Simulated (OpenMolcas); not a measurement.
**GeSiH4F2 (SMILES F[SiH](F)[GeH3]), step by step, part 1 of 3**

We compute the energy (HF/ANO-R0), then the energy (CASSCF(2,2)/ANO-R1), then an energy scan (CASPT2(2,2)/ANO-R1), then the energy along one coordinate (SC-NEVPT2(2,2)/ANO-R1), then the energy along one coordinate (MC-PDFT[tPBE](2,2)/ANO-R1) of GeSiH4F2. 

The results are computed with OpenMolcas 26.06.

## 1. The structure to begin with

GeSiH4F2 has 8 atoms, charge 0, and is taken as a singlet. As SMILES, `F[SiH](F)[GeH3]`. The coordinates come from a PBE0-D4/def2-TZVP relaxation.

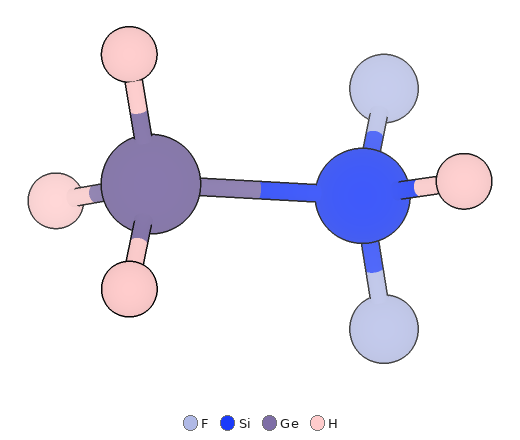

The structure, seen from a chosen angle (fluorine light blue, silicon blue, germanium purple, hydrogen pink).

## 2. A single-point energy at HF/ANO-R0 (sfX2C) (run 1)

Input file input.xyz:

```xyz
8

F      1.301800    -1.418600     1.197400
Si     1.139900    -0.126600     0.280900
F      1.983100    -0.386400    -1.044700
Ge    -1.151500     0.164400    -0.281300
H      1.776500     1.004200     0.994900
H     -1.970000     0.389600     0.998800
H     -1.682300    -1.076600    -1.011200
H     -1.305500     1.392900    -1.190400
```

Input file step1.inp:

```
&GATEWAY
  COORD
  input.xyz
  BASIS
  ANO-R0
  GROUP
  NoSym

&SEWARD

&SCF
  PRORBITALS
  0

&LOCALISATION
  OCCUPIED
  FREEZE
  PIPEK-MEZEY

&LOCALISATION
  FILEORB
  $Project.LocOrb
  VIRTUAL
  PIPEK-MEZEY
```

The run is started by

```sh
$ export MOLCAS_MEM=1860
$ pymolcas step1.inp > step1.log
```

The program printed, cut to the lines that bear on the results:

```text
--- Start Module: gateway ---
[...]
--- Stop Module: gateway /rc=_RC_ALL_IS_WELL_ ---
[...]
      Basis functions           41
[...]
       Convergence after  10 Iterations
[...]
::    Total SCF energy                              -2587.4449695401
[...]
      Total spin, S                                     0.0000000000
[...]
      Total electronic charge=   68.000000
      Total            charge=   -0.000000
[...]
      Dipole Moment (debye):
      Origin of the operator (angstrom)=    0.0415   -0.1665   -0.0712
                   X=  9.5630E-01               Y= -5.3106E-01               Z=  4.6349E-02           Total=  1.0948E+00
      Quadrupole Moment (debye*angstrom):
[...]
--- Start Module: localisation ---
[...]
--- Stop Module: localisation /rc=_RC_ALL_IS_WELL_ ---
--- Start Module: localisation ---
[...]
--- Stop Module: localisation /rc=_RC_ALL_IS_WELL_ ---
[...]
```

It took 7.8 s on 1 thread of Intel Xeon Platinum 8259CL at 2.50GHz (Skylake/Cascade Lake), shared host; peak memory 0.41 GiB.

## 3. A single-point energy at CASSCF(2,2)/ANO-R1 (sfX2C, RICD fitting) (run 2)

input.xyz is that of step 2.

Input file step2.input:

```
* F2GeH4Si CASSCF
&GATEWAY
Coord=input.xyz
Basis=ANO-R0
Group=NoSym
&SEWARD
&RASSCF
FileOrb=$CurrDir/step1.LocOrb
Alter=2
1 27 34
1 35 41
Spin=1
Nactel=2 0 0
Inactive=33
Ras2=2
OrbListing=Nothing
>>> COPY $Project.RunFile RUNFIL1
>>> COPY $Project.RasOrb INPORB
&GATEWAY
Coord=input.xyz
Basis=ANO-R1
Group=NoSym
RICD
&SEWARD
>>> COPY $Project.RunFile RUNFIL2
&EXPBAS
&RASSCF
FileOrb=$Project.ExpOrb
Spin=1
Nactel=2 0 0
Inactive=33
Ras2=2
OrbListing=Nothing
OrbAppear=Compact
```

The run is started by

```sh
$ export MOLCAS_MEM=1860
$ pymolcas step2.input > step2.log
```

The program printed, cut to the lines that bear on the results:

```text
--- Start Module: gateway ---
[...]
      Basis functions           41
[...]
      Number of active orbitals                  2
[...]
      Spin quantum number                      0.0
[...]
      Active orbitals                            2
[...]
      Number of CSFs                             3
[...]
      Number of root(s) required                 1
[...]
      Convergence after 13 iterations
[...]
      printout of CI-coefficients larger than  0.05 for root  1
      energy=   -2587.461822
      conf/sym  11     Coeff  Weight
             1  20   0.99347 0.98699
             3  02  -0.11408 0.01301
      Natural orbitals and occupation numbers for root  1
      sym 1:   1.973973   0.026027
      ************************************************************************************************************************
      *                                                    Final results                                                     *
[...]
::    RASSCF root number  1 Total energy:  -2587.46182198
[...]
      Basis functions          105
[...]
      Convergence after 22 iterations
[...]
::    RASSCF root number  1 Total energy:  -2588.27844971
[...]
      Total electronic charge=   68.000000
      Total            charge=   -0.000000
[...]
```

Run time: 36 s. Hardware: 1 thread of Intel Xeon Platinum 8259CL at 2.50GHz (Skylake/Cascade Lake), shared host; peak memory 0.41 GiB.

## 4. The energy along one coordinate at CASPT2(2,2)/ANO-R1 (sfX2C, RICD fitting, ipea shift 0.25 Eh, pt2 variant SS) (run 3)

Input file step3.input:

```
>>> COPY $CurrDir/step2.RasOrb $Project.RasOrb
>>> ForEach K in (1, 2, 3, 4, 5, 6, 7, 8, 9)
&GATEWAY
Coord
$CurrDir/point$K.xyz
Basis
ANO-R1
Group
NoSym
RICD
&SEWARD
&RASSCF
FileOrb
$Project.RasOrb
Spin
1
Nactel
2 0 0
Inactive
33
Ras2
2
OrbListing
Nothing
OrbAppear
Compact
&CASPT2
Imaginary
0.2
Frozen
16
>>> EndDo
```

The run is started by

```sh
$ export MOLCAS_MEM=1860
$ pymolcas step3.input > step3.log
```

The program printed:

```text
--- Start Module: gateway ---

                                              &GATEWAY

                       available to each process: 1.9 GB of memory, 1 thread

++    Symmetry information:
      ---------------------

                    Character Table for C1

                             E
                    a        1  x, y, xy, Rz, z, xz, Ry, yz, Rx, I
--

++    Basis set information:
      ----------------------

      Basis set label: F.ANO-R...3S2P1D.

      Electronic valence basis set:
      ------------------
      Associated Effective Charge   9.000000 au
      Associated Actual Charge      9.000000 au
      Nuclear Model: Finite nucleus - Gaussian distribution
        Gaussian exponent, Xi/bohr**(-2):  5.35469E+08

      Shell  nPrim  nBasis  Cartesian Spherical Contaminant
         s      13       3        X
         p       8       2        X
         d       4       1                 X

      Basis set label: SI.ANO-R...4S3P1D.

      Electronic valence basis set:
      ------------------
      Associated Effective Charge  14.000000 au
      Associated Actual Charge     14.000000 au
      Nuclear Model: Finite nucleus - Gaussian distribution
        Gaussian exponent, Xi/bohr**(-2):  4.34677E+08

      Shell  nPrim  nBasis  Cartesian Spherical Contaminant
         s      16       4        X
         p      11       3        X
         d       7       1                 X

      Basis set label: F.ANO-R...3S2P1D.

      Electronic valence basis set:
      ------------------
      Associated Effective Charge   9.000000 au
      Associated Actual Charge      9.000000 au
      Nuclear Model: Finite nucleus - Gaussian distribution
        Gaussian exponent, Xi/bohr**(-2):  5.35469E+08

      Shell  nPrim  nBasis  Cartesian Spherical Contaminant
         s      13       3        X
         p       8       2        X
         d       4       1                 X

      Basis set label: GE.ANO-R...5S4P3D1F.

      Electronic valence basis set:
      ------------------
      Associated Effective Charge  32.000000 au
      Associated Actual Charge     32.000000 au
      Nuclear Model: Finite nucleus - Gaussian distribution
        Gaussian exponent, Xi/bohr**(-2):  2.52356E+08

      Shell  nPrim  nBasis  Cartesian Spherical Contaminant
         s      20       5        X
         p      15       4        X
         d       9       3                 X
         f       6       1                 X

      Basis set label: H.ANO-R...2S1P.

      Electronic valence basis set:
      ------------------
      Associated Effective Charge   1.000000 au
      Associated Actual Charge      1.000000 au
      Nuclear Model: Finite nucleus - Gaussian distribution
        Gaussian exponent, Xi/bohr**(-2):  2.12482E+09

      Shell  nPrim  nBasis  Cartesian Spherical Contaminant
         s       7       2        X
         p       4       1        X
--

++    Molecular structure info:
      -------------------------

                    ************************************************
                    **** Cartesian Coordinates / bohr, angstrom ****
                    ************************************************

     Center  Label                x              y              z                     x              y              z
        1      F1               2.429436      -2.436494       2.089480              1.285602      -1.289337       1.105705
        2      SI2              2.154099      -0.239239       0.530824              1.139900      -0.126600       0.280900
        3      F3               3.747516      -0.730190      -1.974197              1.983100      -0.386400      -1.044700
[... 4 lines of this table left out ...]
        8      H8              -2.467037       2.632200      -2.249530             -1.305500       1.392900      -1.190400

                    ***************************************
                    *    InterNuclear Distances / bohr    *
                    ***************************************

               1 F1            2 SI2           3 F3            4 GE4           5 H5            6 H6
    1 F1       0.000000
    2 SI2      2.707978        0.000000
    3 F3       4.600247        3.009176        0.000000
    4 GE4      5.968843        4.492330        6.184885        0.000000
    5 H5       4.437265        2.798942        4.681192        6.241000        0.000000
    6 H6       6.925067        6.109786        8.536265        2.902630        7.174494        0.000000
    7 H7       6.900732        6.134144        7.048617        2.899719        8.517921        4.732854
    8 H8       8.276117        6.109863        7.071220        2.902678        7.177315        4.720825

               7 H7            8 H8
    7 H7       0.000000
    8 H8       4.732819        0.000000

                    *******************************************
                    *    InterNuclear Distances / angstrom    *
                    *******************************************

               1 F1            2 SI2           3 F3            4 GE4           5 H5            6 H6
    1 F1       0.000000
    2 SI2      1.433000        0.000000
    3 F3       2.434346        1.592387        0.000000
    4 GE4      3.158576        2.377239        3.272900        0.000000
    5 H5       2.348099        1.481136        2.477180        3.302595        0.000000
    6 H6       3.664588        3.233160        4.517197        1.536006        3.796579        0.000000
    7 H7       3.651710        3.246049        3.729967        1.534465        4.507490        2.504519
    8 H8       4.379532        3.233200        3.741928        1.536031        3.798072        2.498153

[... 152 lines left out ...]
      Convergence after 50 iterations
[... 12 lines left out ...]
      conf/sym  11     Coeff  Weight
[... 14 lines left out ...]
      RASSCF energy for state  1                  -2588.25370006
[... 42 lines left out ...]
      Dipole Moment (debye):
[... 124 lines left out ...]
      Imaginary shift                            0.20
[... 49 lines left out ...]
      Total energy:           -2589.1992262182
[... 308 lines left out ...]
                                         RASSCF iterations: Energy and convergence statistics
[... 22 lines left out ...]
      energy=   -2588.278446
[... 11 lines left out ...]
++    Final optimization conditions:
[... 17 lines left out ...]
      Von Neumann Entropy (Root   1) =  0.05513
[... 110 lines left out ...]
 ###    WARNING: User changed nr of frozen orbitals.                         ###
[... 87 lines left out ...]
      Reference energy:       -2588.2784461113
[... 243 lines left out ...]
      Nuclear repulsion energy =  349.07236710
[... 90 lines left out ...]
      printout of CI-coefficients larger than  0.05 for root  1
[... 9 lines left out ...]
      *                                                    Final results                                                     *
[... 19 lines left out ...]
::    RASSCF root number  1 Total energy:  -2588.26732079
[... 99 lines left out ...]
      Spin density orbitals for root   1 are written to the SPDORB.1 file
[... 97 lines left out ...]
  FINAL CASPT2 RESULT:
[... 28 lines left out ...]
::    CASPT2 Root  1     Total energy:  -2589.20716593
[... 304 lines left out ...]
      Note: transformation to natural orbitals
[... 8 lines left out ...]
      Natural orbitals and occupation numbers for root  1
[... 20 lines left out ...]
      Final state energy(ies):
[... 101 lines left out ...]
      Natural orbitals for root   1 are written to the RASORB.1 file
[... 72 lines left out ...]
 Compute H0 matrices for state    1
[... 35 lines left out ...]
      Reference weight:           0.83860
[... 317 lines left out ...]
      Convergence after 16 iterations
[... 12 lines left out ...]
      conf/sym  11     Coeff  Weight
[... 14 lines left out ...]
      RASSCF energy for state  1                  -2588.17076140
[... 42 lines left out ...]
      Dipole Moment (debye):
[... 124 lines left out ...]
      Imaginary shift                            0.20
[... 51 lines left out ...]
      Total energy:           -2589.0957740003
[... 310 lines left out ...]
                                         RASSCF iterations: Energy and convergence statistics
[... 22 lines left out ...]
      energy=   -2588.119854
[... 11 lines left out ...]
++    Final optimization conditions:
[... 17 lines left out ...]
      Von Neumann Entropy (Root   1) =  0.53991
[... 110 lines left out ...]
 ###    WARNING: User changed nr of frozen orbitals.                         ###
[... 88 lines left out ...]
      Reference energy:       -2588.1198541908
[... 245 lines left out ...]
      Nuclear repulsion energy =  313.98004720
[... 90 lines left out ...]
      printout of CI-coefficients larger than  0.05 for root  1
[... 9 lines left out ...]
      *                                                    Final results                                                     *
[... 19 lines left out ...]
::    RASSCF root number  1 Total energy:  -2588.09228475
[... 99 lines left out ...]
      Spin density orbitals for root   1 are written to the SPDORB.1 file
[... 97 lines left out ...]
  FINAL CASPT2 RESULT:
[... 32 lines left out ...]
::    CASPT2 Root  1     Total energy:  -2588.99677248
[... 304 lines left out ...]
      Note: transformation to natural orbitals
[... 8 lines left out ...]
      Natural orbitals and occupation numbers for root  1
[... 20 lines left out ...]
      Final state energy(ies):
[... 102 lines left out ...]
      Natural orbitals for root   1 are written to the RASORB.1 file
[... 72 lines left out ...]
 Compute H0 matrices for state    1
[... 32 lines left out ...]
      Reference weight:           0.84328
[... 319 lines left out ...]
      Convergence after  9 iterations
[... 12 lines left out ...]
      conf/sym  11     Coeff  Weight
[... 14 lines left out ...]
      RASSCF energy for state  1                  -2588.08155558
[... 42 lines left out ...]
      Dipole Moment (debye):
[... 51 lines left out ...]
      NBO located      1.004 non-bonded electrons on atom GE4
      NBO located      1.001 non-bonded electrons on atom GE4
      NBO located      0.998 non-bonded electrons on atom GE4
      NBO located      0.999 non-bonded electrons on atom GE4
      NBO located      0.999 non-bonded electrons on atom GE4
      NBO located      1.000 non-bonded electrons on atom GE4
      NBO located      1.000 non-bonded electrons on atom GE4
      NBO located      1.000 non-bonded electrons on atom GE4
      NBO located      1.000 non-bonded electrons on atom GE4
      NBO located      1.000 non-bonded electrons on atom GE4
      NBO located      1.000 non-bonded electrons on atom GE4
      NBO located      1.000 non-bonded electrons on atom GE4
      The remaining   10.590 electrons are to be considered as diffuse
--

--

      Average orbitals are written to the RASORB file
      Natural orbitals for root   1 are written to the RASORB.1 file
      Spin density orbitals for root   1 are written to the SPDORB.1 file

--- Stop Module: rasscf /rc=_RC_ALL_IS_WELL_ ---
--- Module rasscf spent 6 seconds ---

--- Start Module: caspt2 ---

                                              &CASPT2

                       available to each process: 1.9 GB of memory, 1 thread

 ###############################################################################
 ###    WARNING: User changed nr of frozen orbitals.                         ###
 ###############################################################################

++    Wave function specifications:
      -----------------------------

      Number of closed shell electrons          34
      Number of electrons in active shells       2
      Max number of holes in RAS1 space          0
      Max number of electrons in RAS3 space      0
      Number of inactive orbitals               17
      Number of active orbitals                  2
      Number of secondary orbitals              70
      Spin quantum number                      0.0
      State symmetry                             1
      Number of CSFs                             3
      Number of CASSCF root(s) available         1
      CASPT2 state passed to geometry opt.       1
      A file JOBMIX will be created
      This is a CASSCF or RASSCF reference function
--

++    Orbital specifications:
      -----------------------

      Symmetry species                           1
                                                 a
      Frozen orbitals                           16
      Inactive orbitals                         17
      Active orbitals                            2
      Secondary orbitals                        70
      Deleted orbitals                           0
      Number of basis functions                105
--

++    CASPT2 specifications:
      ----------------------

      Type of calculation                        SS-CASPT2
      Fock operator                              state-specific
      IPEA shift                                 0.25
      Real shift                                 0.00
      Imaginary shift                            0.20
      The input orbitals will be transformed to quasi-canonical
--

--------------------------------------------------------------------------------
 Estimated memory requirements:
  POLY3 :                   250070
  RHS:                     1042094
  SIGMA :                  1010410
  PRPCTL:                        0
 Available workspace:    232483608

++ CASPT2 computation for group   1

********************************************************************************
 Multi-State initialization phase begins for group   1
--------------------------------------------------------------------------------
********************************************************************************
 Compute H0 matrices for state    1
--------------------------------------------------------------------------------
--------------------------------------------------------------------------------
 H0 matrices have been computed.

********************************************************************************
  CASPT2 EQUATION SOLUTION
--------------------------------------------------------------------------------

  Total nr of CASPT2 parameters:
   Before reduction:      936386
   After  reduction:      923277

 Variance of |WF0>:       7.2303182836

 The contributions to the second order correlation energy in atomic units.
-----------------------------------------------------------------------------------------------------------------------------
  IT.      VJTU        VJTI        ATVX        AIVX        VJAI        BVAT        BJAT        BJAI        TOTAL       RNORM
-----------------------------------------------------------------------------------------------------------------------------
   1     0.000000   -0.000007    0.000000   -0.010981   -0.021431   -0.000011   -0.055972   -0.806739   -0.895140    0.001198
   2     0.000000   -0.000007    0.000000   -0.011017   -0.021438   -0.000011   -0.056016   -0.806752   -0.895240    0.000125
   3     0.000000   -0.000007    0.000000   -0.011018   -0.021438   -0.000011   -0.056016   -0.806751   -0.895241    0.000015
-----------------------------------------------------------------------------------------------------------------------------

  FINAL CASPT2 RESULT:

      Reference energy:       -2588.0815555818
      E2 (Non-variational):      -0.8952393526
      Shift correction:          -0.0025609939
      E2 (Variational):          -0.8978003465
      Total energy:           -2588.9793559284
      Residual norm:              0.0000009002
      Reference weight:           0.84384

      Contributions to the CASPT2 correlation energy
      Active & Virtual Only:         -0.0000111788
      One Inactive Excited:          -0.0670330293
      Two Inactive Excited:          -0.8281951446

++ Denominators, etc.
--------------------------------------------------------------------------------------------------------------
 Report on small energy denominators, large coefficients, and large energy contributions.
CASE  SYMM ACTIVE-MIX  NON-ACTIVE INDICES          DENOMINATOR     RHS VALUE       COEFFICIENT     CONTRIBUTION
VJTU     1  Mu1.0001  In1.031                       0.23618439     -0.00000016      0.00013536     -0.00000000
VJTU     1  Mu1.0001  In1.032                       0.23530846      0.00000028     -0.00011216     -0.00000000
VJTU     1  Mu1.0001  In1.033                       0.17715959      0.00000172     -0.00021995     -0.00000000
[... 9 lines of this table left out ...]
BJAIM    1  Se1.089 In1.028 Se1.089 In1.029         7.63088860      0.23592166     -0.03089808     -0.00728953
--

   (Skipping property calculation,
    use PROP keyword to activate)
--

  Total CASPT2 energies:
::    CASPT2 Root  1     Total energy:  -2588.97935593

  A NEW JOBIPH FILE NAMED 'JOBMIX' IS PREPARED.
********************************************************************************
--- Stop Module: caspt2 /rc=_RC_ALL_IS_WELL_ ---
--- Module caspt2 spent 2 seconds ---

>>> END FOREACH

.##################.
.# Happy landing! #.
.##################.

    Timing: Wall=277.16 User=258.13 System=17.38
```

Run time: 4.6 min. Hardware: 1 thread of Intel Xeon Platinum 8259CL at 2.50GHz (Skylake/Cascade Lake), shared host; peak memory 0.16 GiB.

The scan, from its lowest point:

```
Si2–F1 (Å)  energy (kJ/mol)
     1.433             60.5
     1.592              0.0
     1.752             39.6
     1.990            161.6
     2.309            332.1
     2.707            491.6
     3.185            592.0
     3.822            629.7
     4.777            637.7
```

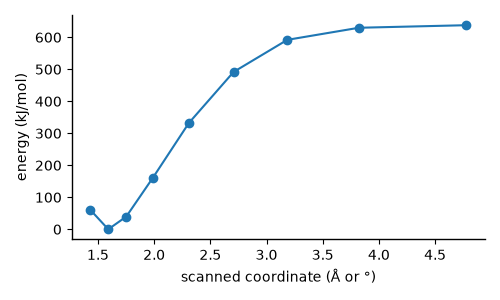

Energy along the scan.

(Continued in part 2 of 3.)
